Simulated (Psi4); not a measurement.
# CH2AlN (SMILES N#[C][AlH2]): HSE06/aug-cc-pVDZ

What is the vertical ionisation energy of CH2AlN at HSE06/aug-cc-pVDZ? 

Program for the calculation: Psi4 1.11.

### Step 1. The molecule

CH2AlN has 5 atoms, charge 0, and is taken as a singlet. SMILES: `N#[C][AlH2]`. Geometry: relaxed at PBE0-D4/def2-TZVP.

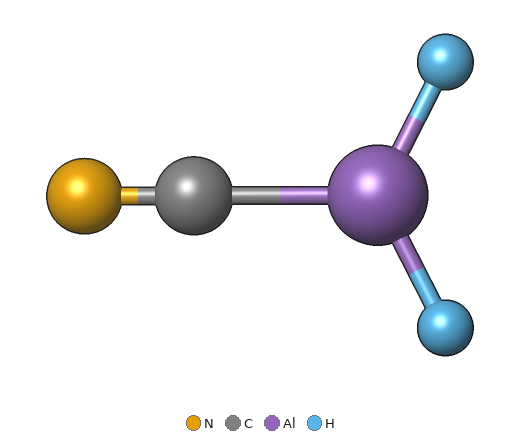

Viewed from a chosen angle; nitrogen amber, carbon grey, aluminium purple, hydrogen blue.

### Step 2. Energy and gradient at HSE06/aug-cc-pVDZ

run.py

```python
import psi4

psi4.set_memory('1600 MB')
psi4.set_num_threads(1)
psi4.set_output_file('output.dat', False)

mol = psi4.geometry("""
0 1
N      1.382300    -1.346000     1.394200
C      0.714200    -0.698000     0.711800
Al    -0.407200     0.390000    -0.434600
H     -1.629700    -0.322900    -1.120200
H     -0.009700     1.903200    -0.592600
symmetry c1
""")

psi4.set_options({
    'reference': 'rks',
    'puream': True,
    'e_convergence': 1e-09,
    'd_convergence': 1e-08,
    'scf_type': 'pk',
    'dft_radial_points': 99,
    'dft_spherical_points': 590,
})

result, w = psi4.gradient('hse06/aug-cc-pVDZ', return_wfn=True)
psi4.oeprop(w, 'MULLIKEN_CHARGES', 'DIPOLE', 'QUADRUPOLE', title='HSE06')
print('gradient / Eh bohr^-1')
print(result.np.round(6))
print(f'energy = {w.energy():.10f} Eh')
```

Run with:

```sh
$ python run.py
```

output.dat:

```text
[...]
  Running in c1 symmetry.
[...]
  Nuclear repulsion =   69.014155576228063
[...]
  Multiplicity = 1
[...]
  Nalpha       = 14
  Nbeta        = 14
[...]
    Number of basis functions: 91
[...]
   @RKS iter   1:  -336.11434344428443   -6.62525e-01   5.53781e-03 ADIIS/DIIS
[...]
   @RKS iter  10:  -336.26462128223932   -3.29692e-12   2.24238e-09 DIIS
[...]
  @RKS Final Energy:  -336.26462128223932
   => Energetics <=
    Nuclear Repulsion Energy =             69.0141555762280632
    One-Electron Energy =                -600.1026080549753488
    Two-Electron Energy =                 219.0465294896696093
    DFT Exchange-Correlation Energy =     -24.2226982931615922
    Empirical Dispersion Energy =           0.0000000000000000
    VV10 Nonlocal Energy =                  0.0000000000000000
    Total Energy =                       -336.2646212822392613
[...]
  -Total Gradient:
     Atom            X                  Y                   Z
    ------   -----------------  -----------------  -----------------
       1       -0.014220540118     0.013795958953    -0.014531308458
       2        0.011297466013    -0.010966613645     0.011546544489
       3        0.001983080937    -0.001913371622     0.002026979589
       4        0.001499862910     0.000959217798     0.000813684364
       5       -0.000563503157    -0.001871656571     0.000140360624
[...]
 Multipole Moments:
 ------------------------------------------------------------------------------------
     Multipole            Electronic (a.u.)      Nuclear  (a.u.)        Total (a.u.)
 ------------------------------------------------------------------------------------
 L = 1.  Multiply by 2.5417464519 to convert [e a0] to [Debye]
 Dipole X            :          0.6399012           -1.4258200           -0.7859188
 Dipole Y            :         -0.6206786            1.3831863            0.7625077
 Dipole Z            :          0.6546550           -1.4576532           -0.8029982
 Magnitude           :                                                    1.3579000
 L = 2.  Multiply by 1.3450342976 to convert [e a0^2] to [Debye ang]
 Quadrupole XX       :        -89.6401459           69.6482131          -19.9919328
 Quadrupole XY       :         57.1135059          -56.5820924            0.5314135
[...]
  Mulliken Charges: (a.u.)
   Center  Symbol    Alpha    Beta     Spin     Total
       1     N     3.56761  3.56761  0.00000 -0.13523
       2     C     3.09873  3.09873  0.00000 -0.19746
       3    AL     6.45336  6.45336  0.00000  0.09328
       4     H     0.44015  0.44015  0.00000  0.11970
       5     H     0.44014  0.44014  0.00000  0.11972
   Total alpha = 14.00000, Total beta = 14.00000, Total charge = -0.00000
```

Standard output:

```text
gradient / Eh bohr^-1
[[-0.014221  0.013796 -0.014531]
 [ 0.011297 -0.010967  0.011547]
 [ 0.001983 -0.001913  0.002027]
 [ 0.0015    0.000959  0.000814]
 [-0.000564 -0.001872  0.00014 ]]
energy = -336.2646212822 Eh
```

Wall time 32 s (1 thread of Intel Xeon 6975P-C (Granite Rapids), shared host); peak memory 0.85 GiB.

### Step 3. The doublet cation

run_ase.py

```python
import numpy as np
from ase.calculators.psi4 import Psi4
from ase import Atoms

atoms = Atoms(['N', 'C', 'Al', 'H', 'H'], positions=[
    [1.382300, -1.346000, 1.394200],
    [0.714200, -0.698000, 0.711800],
    [-0.407200, 0.390000, -0.434600],
    [-1.629700, -0.322900, -1.120200],
    [-0.009700, 1.903200, -0.592600],
])
calc = Psi4(atoms=atoms, method='hse06', basis='aug-cc-pVDZ', memory='1600MB', num_threads=1, charge=1, multiplicity=2, label='calc', reference='uks')
calc.psi4.set_options({'puream': True, 'e_convergence': 1e-09, 'd_convergence': 1e-08, 'scf_type': 'pk', 'dft_radial_points': 99, 'dft_spherical_points': 590, 'maxiter': 200})
atoms.calc = calc

forces = atoms.get_forces()
print(f'energy: {atoms.get_potential_energy():.6f} eV')
print('forces / eV A^-1')
print(np.round(forces, 5))
```

Run with:

```sh
$ python run_ase.py
```

calc.dat:

```text
[...]
  Running in c1 symmetry.
[...]
  Nuclear repulsion =   69.014155576228063
[...]
  Multiplicity = 2
[...]
  Nalpha       = 14
  Nbeta        = 13
[...]
    Number of basis functions: 91
[...]
   @UKS iter   1:  -335.66323432448036   -2.11416e-01   5.60828e-03 DIIS/ADIIS
[...]
   @UKS iter  16:  -335.84286958612176   -4.94538e-12   7.84094e-09 DIIS
[...]
   @S^2 Observed:                7.691179549E-01
[...]
    Orbital Energies [Eh]
    ---------------------
    Alpha Occupied:
       1A    -56.481320     2A    -14.656850     3A    -10.494064
       4A     -4.484209     5A     -3.017825     6A     -3.013406
       7A     -3.011243     8A     -1.185254     9A     -0.764929
      10A     -0.666216    11A     -0.626258    12A     -0.602013
      13A     -0.593449    14A     -0.592742
    Alpha Virtual:
      15A     -0.327824    16A     -0.260660    17A     -0.227388
      18A     -0.200111    19A     -0.195539    20A     -0.148628
      21A     -0.126299    22A     -0.112734    23A     -0.100635
      24A     -0.093417    25A     -0.091741    26A     -0.060372
[...]
  @UKS Final Energy:  -335.84286958612176
   => Energetics <=
    Nuclear Repulsion Energy =             69.0141555762280632
    One-Electron Energy =                -592.8977051729439154
    Two-Electron Energy =                 212.0034675948857625
    DFT Exchange-Correlation Energy =     -23.9627875842916680
    Empirical Dispersion Energy =           0.0000000000000000
    VV10 Nonlocal Energy =                  0.0000000000000000
    Total Energy =                       -335.8428695861217648
[...]
 Multipole Moments:
 ------------------------------------------------------------------------------------
     Multipole            Electronic (a.u.)      Nuclear  (a.u.)        Total (a.u.)
 ------------------------------------------------------------------------------------
 L = 1.  Multiply by 2.5417464519 to convert [e a0] to [Debye]
 Dipole X            :          0.0463802           -1.4258200           -1.3794398
 Dipole Y            :         -0.0451948            1.3831863            1.3379916
 Dipole Z            :          0.0479754           -1.4576532           -1.4096777
 Magnitude           :                                                    2.3833310
[...]
  -Total Gradient:
     Atom            X                  Y                   Z
    ------   -----------------  -----------------  -----------------
       1       -0.040779855263     0.039553631313    -0.041658833128
       2        0.042603891943    -0.041321571660     0.043525640699
       3       -0.014474179503     0.014029604552    -0.014797017795
       4        0.014050665294     0.004487928205     0.008980332256
       5       -0.001403714252    -0.016746483488     0.003946567328
[...]
```

On the terminal:

```text
energy: -9138.749968 eV
forces / eV A^-1
[[ 2.09698 -2.03393  2.14218]
 [-2.19078  2.12484 -2.23818]
 [ 0.74429 -0.72143  0.76089]
 [-0.72251 -0.23078 -0.46179]
 [ 0.07218  0.86114 -0.20294]]
```

Wall time 47 s (1 thread of Intel Xeon 6975P-C (Granite Rapids), shared host); peak memory 0.9 GiB.

### Step 4. What came out

Level: HSE06/aug-cc-pVDZ.

```
                                          quantity          value
                      singlet CH2AlN: total energy  -336.26462 Eh
                     singlet CH2AlN: dipole moment         3.45 D
                       singlet CH2AlN: HOMO energy       -8.84 eV
                       singlet CH2AlN: LUMO energy       -3.00 eV
                     singlet CH2AlN: HOMO–LUMO gap        5.84 eV
          singlet CH2AlN: largest force on an atom     1.263 eV/Å
                      doublet cation: total energy  -335.84287 Eh
doublet cation: HOMO energy (highest over α and β)      -15.36 eV
 doublet cation: LUMO energy (lowest over α and β)      -14.10 eV
                              doublet cation: ⟨S²⟩          0.769
          doublet cation: largest force on an atom     3.785 eV/Å
vertical ionisation energy (to the doublet cation)      11.476 eV
```

**Reading.** Removing an electron at fixed nuclei costs 11.48 eV (1107 kJ/mol). The largest force (singlet CH2AlN) is 1.26 eV/Å: the shape isn't a stationary point for this species at this level. −ε(HOMO) before ionisation, 8.84 eV, is 2.64 eV below this ionisation energy. Mulliken charges (singlet CH2AlN) run from -0.20 on C2 to +0.12 on H5; in a basis this large or diffuse they mean little.
